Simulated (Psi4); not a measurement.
# M06-L/cc-pwCVQZ (density fitting, sweep point 8) run of NClO (nitrosyl chloride)

What is the vertical ionisation energy of NClO (nitrosyl chloride) at M06-L/cc-pwCVQZ (density fitting, sweep point 8)? 

The calculation is run with Psi4 1.11.

## (1) The molecule

The species is NClO (3 atoms), meant as a singlet with charge 0. SMILES: `O=NCl`. The shape is that of a PBE0-D4/def2-TZVP optimisation.

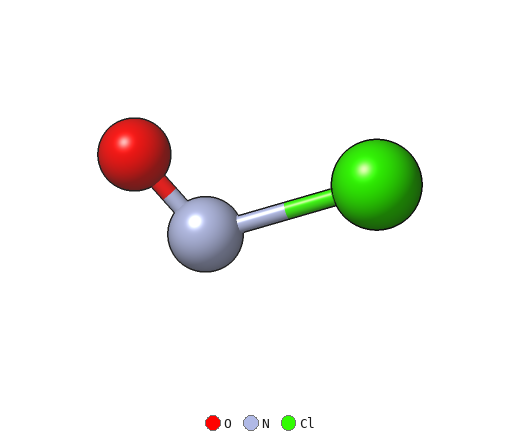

Viewed from a chosen angle; oxygen red, nitrogen light blue, chlorine green.

## (2) A single-point energy at M06-L/cc-pwCVQZ (density fitting, sweep point 8)

The input, input.dat:

```
memory 1.6 GB

molecule {
  0 1
  O      1.88987730    -0.63935104     0.97109246
  N      0.09836024    -1.13298530    -0.06772778
  Cl    -1.98823755     1.77237413    -0.90336468
  units bohr
  symmetry c1
}

set basis cc-pwCVQZ
set puream true
set scf_type df
set dft_radial_points 99
set dft_spherical_points 590

e_tot = energy('m06-l')
print_variables()
```

Launch:

```console
$ psi4 -i input.dat -o output.dat -n 1
```

output.dat (excerpt; [...] marks lines left out):

```text
[...]
  Running in c1 symmetry.
[...]
  Nuclear repulsion =   86.249462504847045
[...]
  Multiplicity = 1
[...]
  Nalpha       = 16
  Nbeta        = 16
[...]
    Number of basis functions: 277
[...]
   @DF-RKS iter   1:  -590.12091708541561   -2.88691e-01   1.55985e-03 ADIIS/DIIS
[...]
   @DF-RKS iter   9:  -590.16648382974961   -6.14023e-08   2.28065e-07 DIIS
[...]
    Orbital Energies [Eh]
    ---------------------
    Doubly Occupied:
       1A   -101.174260     2A    -19.133211     3A    -14.390902
       4A     -9.398042     5A     -7.105093     6A     -7.098896
       7A     -7.096728     8A     -1.269183     9A     -0.796771
      10A     -0.671037    11A     -0.531308    12A     -0.530989
      13A     -0.497435    14A     -0.295617    15A     -0.284593
      16A     -0.273930
[...]
  @DF-RKS Final Energy:  -590.16648382974961
   => Energetics <=
    Nuclear Repulsion Energy =             86.2494625048470454
    One-Electron Energy =                -984.0109529249464231
    Two-Electron Energy =                 351.2387342968221446
    DFT Exchange-Correlation Energy =     -43.6437277064724682
    Empirical Dispersion Energy =           0.0000000000000000
    VV10 Nonlocal Energy =                  0.0000000000000000
    Total Energy =                       -590.1664838297496090
[...]
 Multipole Moments:
 ------------------------------------------------------------------------------------
     Multipole            Electronic (a.u.)      Nuclear  (a.u.)        Total (a.u.)
 ------------------------------------------------------------------------------------
 L = 1.  Multiply by 2.5417464519 to convert [e a0] to [Debye]
 Dipole X            :         -0.1601171            0.7519124            0.5917953
 Dipole Y            :          0.1183044           -0.5940577           -0.4757533
 Dipole Z            :          0.0000000           -0.0000000            0.0000000
 Magnitude           :                                                    0.7593174
[...]
```

Wall time 57 s (1 thread of Intel Xeon at 2.70GHz, shared host); peak memory 1.2 GiB.

## (3) The doublet cation at the same level

The input, job.inp:

```
memory 1600 MB

molecule molecule1 {
  1 2
  O      1.88987730    -0.63935104     0.97109246
  N      0.09836024    -1.13298530    -0.06772778
  Cl    -1.98823755     1.77237413    -0.90336468
  units au
  symmetry c1
}

set basis cc-pwCVQZ
set reference uks
set puream true
set scf_type df
set dft_radial_points 99
set dft_spherical_points 590
set maxiter 100

energy("m06-l")
print_variables()
```

Launch:

```console
$ psi4 -n 1 job.inp job.out
```

job.out (excerpt; [...] marks lines left out):

```text
[...]
  Running in c1 symmetry.
[...]
  Nuclear repulsion =   86.249462504847045
[...]
  Multiplicity = 2
[...]
  Nalpha       = 16
  Nbeta        = 15
[...]
    Number of basis functions: 277
[...]
   @DF-UKS iter   1:  -589.72918533958057    1.03040e-01   1.17917e-03 DIIS/ADIIS
[...]
   @DF-UKS iter  12:  -589.75498709960425   -1.33407e-07   7.49459e-07 DIIS
[...]
   @S^2 Observed:                7.576039133E-01
[...]
    Orbital Energies [Eh]
    ---------------------
    Alpha Occupied:
       1A   -101.532089     2A    -19.465305     3A    -14.719057
       4A     -9.749707     5A     -7.467921     6A     -7.447785
       7A     -7.447275     8A     -1.580062     9A     -1.130922
      10A     -0.979631    11A     -0.846382    12A     -0.828401
      13A     -0.808094    14A     -0.613930    15A     -0.604164
      16A     -0.598376
    Alpha Virtual:
      17A     -0.468216    18A     -0.413626    19A     -0.075488
      20A     -0.003045    21A      0.005175    22A      0.020762
      23A      0.026219    24A      0.026400    25A      0.028284
[...]
  @DF-UKS Final Energy:  -589.75498709960425
   => Energetics <=
    Nuclear Repulsion Energy =             86.2494625048470454
    One-Electron Energy =                -973.6766022021330400
    Two-Electron Energy =                 340.9373016945819472
    DFT Exchange-Correlation Energy =     -43.2651490969002239
    Empirical Dispersion Energy =           0.0000000000000000
    VV10 Nonlocal Energy =                  0.0000000000000000
    Total Energy =                       -589.7549870996042500
[...]
 Multipole Moments:
 ------------------------------------------------------------------------------------
     Multipole            Electronic (a.u.)      Nuclear  (a.u.)        Total (a.u.)
 ------------------------------------------------------------------------------------
 L = 1.  Multiply by 2.5417464519 to convert [e a0] to [Debye]
 Dipole X            :         -0.3696045            0.7519124            0.3823079
 Dipole Y            :          0.2649362           -0.5940577           -0.3291215
 Dipole Z            :         -0.0000000           -0.0000000           -0.0000000
 Magnitude           :                                                    0.5044604
[...]
```

It took 1.7 min on 1 thread of Intel Xeon at 2.70GHz, shared host; peak memory 1.2 GiB.

## (4) Results

At M06-L/cc-pwCVQZ (density fitting, sweep point 8):

| quantity | value |
| --- | --- |
| singlet NClO: total energy | -590.16648 Eh |
| singlet NClO: dipole moment | 1.93 D |
| singlet NClO: HOMO energy | -7.45 eV |
| singlet NClO: LUMO energy | -4.55 eV |
| singlet NClO: HOMO–LUMO gap | 2.90 eV |
| doublet cation: total energy | -589.75499 Eh |
| doublet cation: HOMO energy (highest over α and β) | -15.70 eV |
| doublet cation: LUMO energy (lowest over α and β) | -14.91 eV |
| doublet cation: ⟨S²⟩ | 0.758 |
| vertical ionisation energy (to the doublet cation) | 11.197 eV |

What this shows: Removing an electron at fixed nuclei costs 11.20 eV (1080 kJ/mol). The negative HOMO energy of the first species, 7.45 eV, lies 3.74 eV below that difference.
